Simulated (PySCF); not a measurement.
```yaml
atoms:
  - { symbol: Na, position_ang: [0.0000, 0.0000, -0.8111] }
  - { symbol: B, position_ang: [0.0000, 0.0000, 1.6939] }
```

Theory: PBE0/cc-pVDZ(-PP), non-relativistic Hamiltonian with scalar-relativistic core potentials where named, at a bond length of 2.505 Å (PySCF 2.14.0).

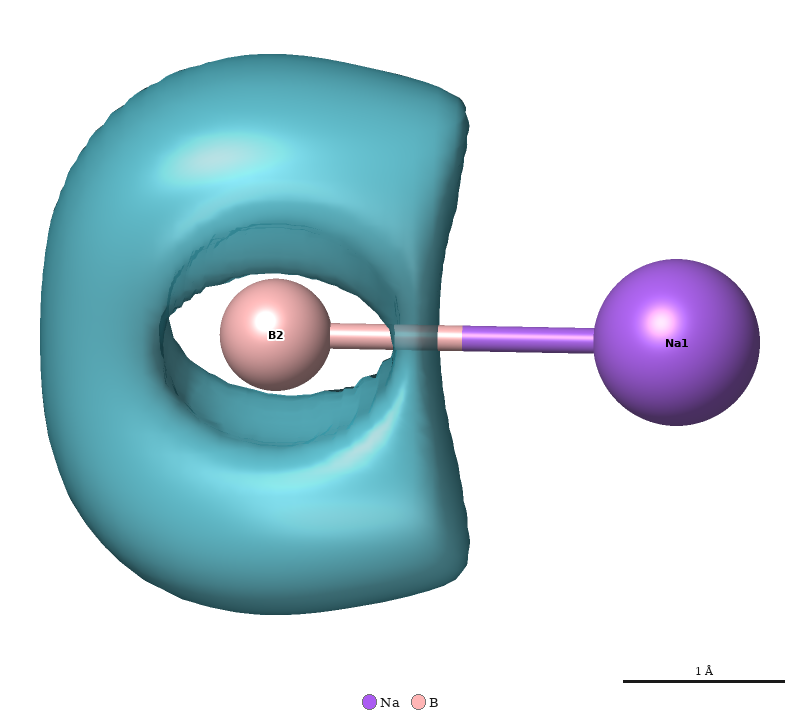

NaB (triplet). Isosurface of the ELF at 0.9 (cyan), seen from one side. Core shells and regions of very low density are left out.

**Where are the electrons localised?**

The surface consists of one region wrapped around B (its valence shell).

Values along the shortest contacts:
Na–B (2.50 Å): the ELF peaks at about 0.95 in the valence shell of B, 0.8 Å from its nucleus, and is about 0.45 at the midpoint.
